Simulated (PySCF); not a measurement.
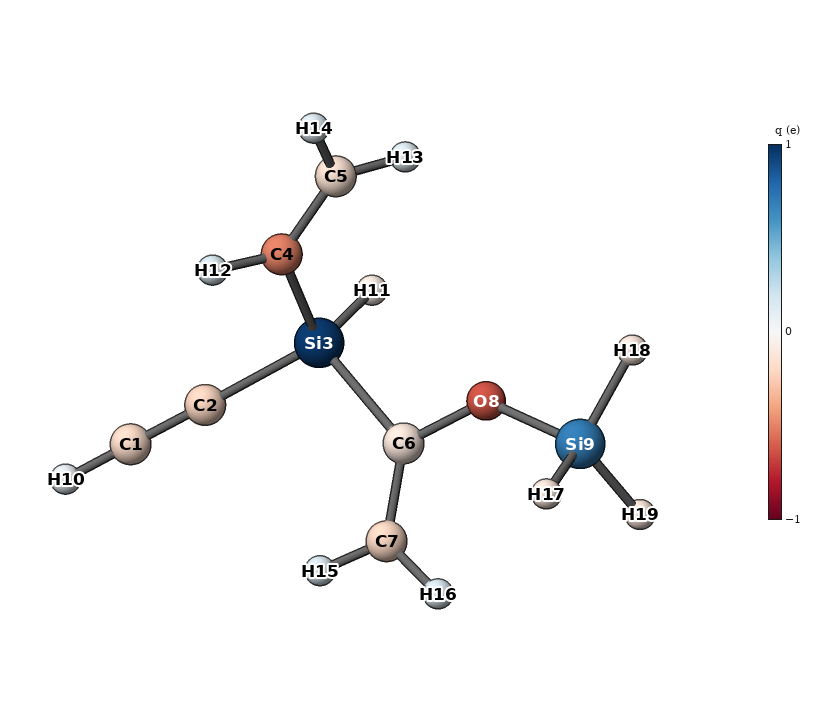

Atoms are coloured by their Mulliken charges. Computed geometry: GFN2-xTB optimisation. No frequency run is at hand to confirm it as a minimum. Level of theory: PBE0/pcSseg-1, gas phase (PySCF 2.14.0).

Which atom carries the highest charge (most positive or least negative)?

Si3 (0.95 e).

And the lowest?

O8 (−0.62 e).

List the Mulliken charges.

```
atom  value (e)
  C1      −0.19
  C2      −0.21
 Si3       0.95
  C4      −0.50
  C5      −0.14
  C6      −0.10
  C7      −0.20
  O8      −0.62
 Si9       0.69
 H10       0.07
 H11      −0.07
 H12       0.14
 H13       0.12
 H14       0.12
 H15       0.13
 H16       0.13
 H17      −0.11
 H18      −0.11
 H19      −0.11
```

Mulliken values depend strongly on the basis set and can even reverse the polarity of a bond. The geometry is semi-empirical. Around Si such bond lengths and angles can be off by a tenth of an ångström or more and by several degrees, and values that hang on the shape move with them.
